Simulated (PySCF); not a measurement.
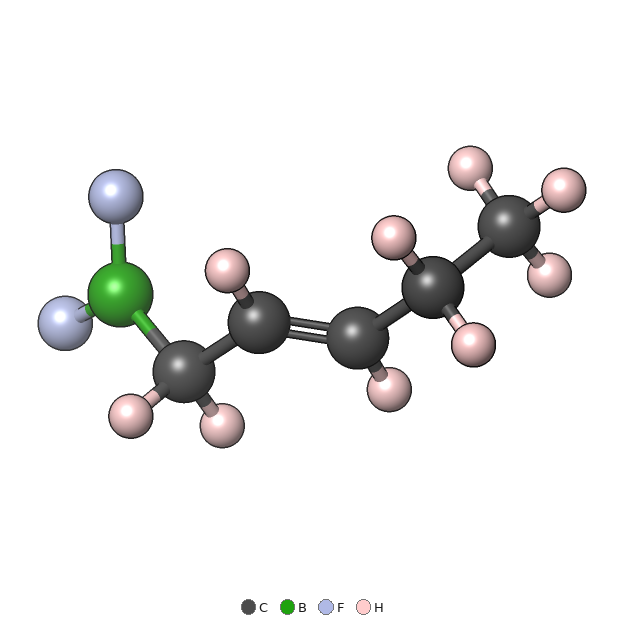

A ball-and-stick model of a molecule. Multiple sticks mark multiple bonds (one Kekulé form).

The computed structure is the end point of a GFN2-xTB optimisation. No frequency run is at hand to confirm it as a minimum.

Identify the structure.

The molecule is C5H9BF2. As SMILES it reads `CC/C=C/CB(F)F`. It has no ring. Among its groups: alkene. The point group is C1. Coordination: 3 C tetrahedral; 2 C trigonal planar; 1 B trigonal planar.

The parts below concern this one geometry. Atoms keep their numbers from picture to picture.

Geometry

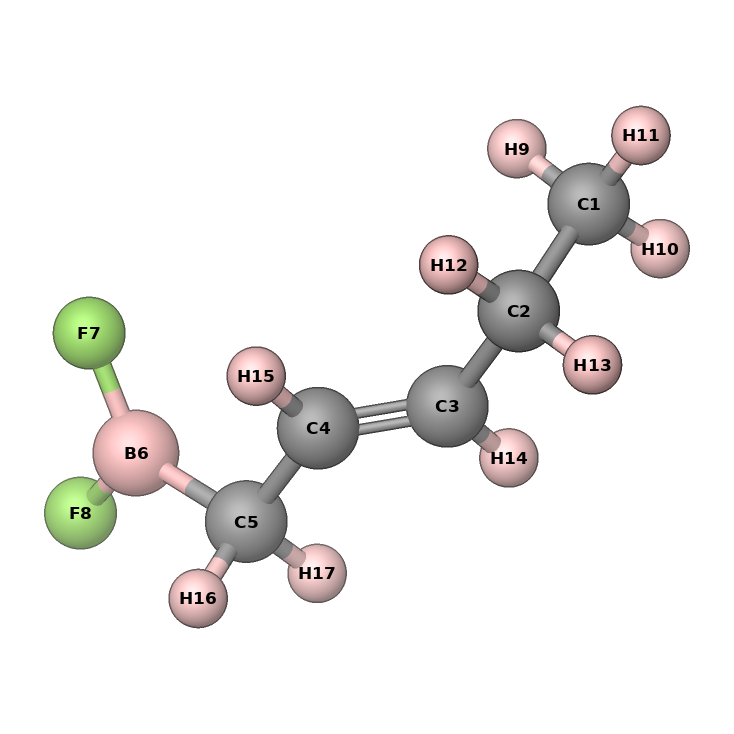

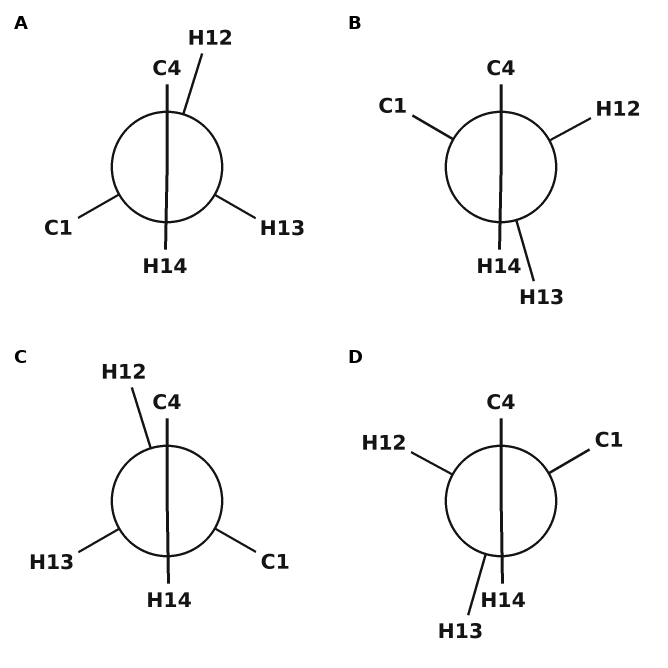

Distant atoms are faded towards the background colour. Bonds that would overlap in a projection are set slightly apart. No frequency run is at hand to confirm it as a minimum.

Which Newman projection shows the view along C3–C2, with C3 in front?

Answer. A. The torsion angle C4–C3–C2–C1 is −120°, anticlinal.

Electronic properties

No frequency run is at hand to confirm it as a minimum. Method: B3LYP/pcJ-1, gas phase (PySCF 2.14.0).

Computed properties:

- dipole moment: 1.73 D
- HOMO energy (Kohn–Sham orbital): −6.93 eV
- LUMO energy (Kohn–Sham orbital): 0.09 eV
- HOMO–LUMO gap: 7.02 eV

Spin–spin coupling

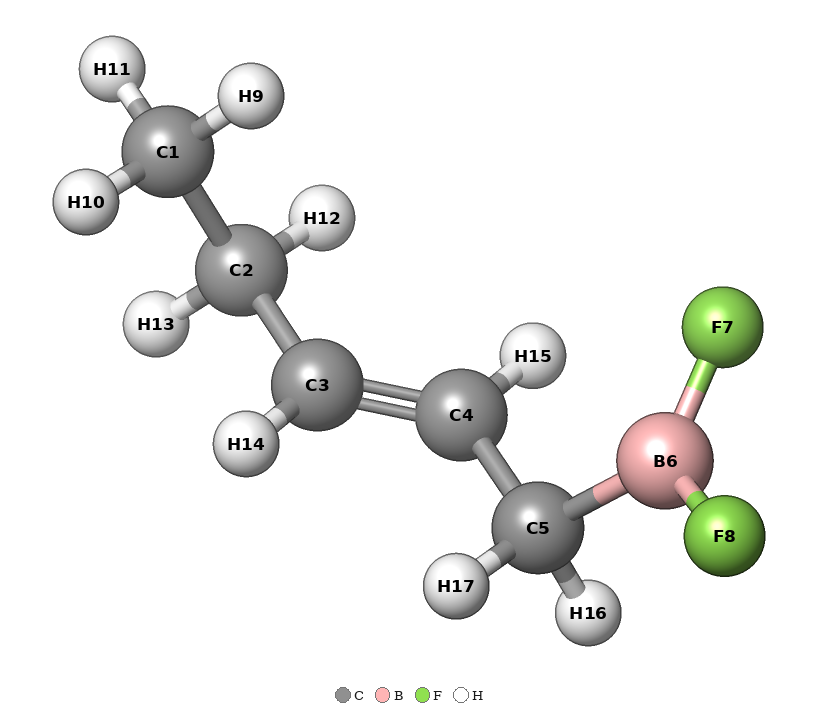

No frequency run is at hand to confirm it as a minimum. Level of theory: B3LYP/pcJ-1 indirect spin-spin coupling, non-relativistic, gas phase (PySCF 2.14.0). Isotopes: 11B, 13C, 19F, 1H.

Give the spin–spin coupling constants of these pairs, with the number of bonds between them: C5/F8, C4/F7, F7/H17, F8/H16.

| pair | bonds apart | J (Hz) |
| --- | --- | --- |
| C5, F8 | 2 | 29.6 |
| C4, F7 | 3 | −0.5 |
| F7, H17 | 3 | 10.8 |
| F8, H16 | 3 | −1.2 |

Density functionals are unreliable for couplings to fluorine, so those rows may be far off.

Quadrupole coupling

No frequency run is at hand to confirm it as a minimum. Electric field gradients from the ground-state density, B3LYP/pcJ-1 (PySCF 2.14.0), non-relativistic apart from any core potentials.

Give the largest field-gradient component, the quadrupole coupling constant and the asymmetry for 11B at B6 (Q = 40.59 mb), 2H at H9 (Q = 2.86 mb), 2H at H10 (Q = 2.86 mb), 2H at H11 (Q = 2.86 mb), 2H at H12 (Q = 2.86 mb).

| atom | V_zz (a.u.) | e²qQ/h (MHz) | η |
| --- | --- | --- | --- |
| B6 | 0.348 | 3.32 | 0.71 |
| H9 | 0.302 | 0.203 | 0.02 |
| H10 | 0.304 | 0.204 | 0.03 |
| H11 | 0.305 | 0.205 | 0.02 |
| H12 | 0.294 | 0.197 | 0.03 |

The geometry is semi-empirical. Around B such bond lengths and angles can be off by a tenth of an ångström or more and by several degrees, and values that hang on the shape move with them.
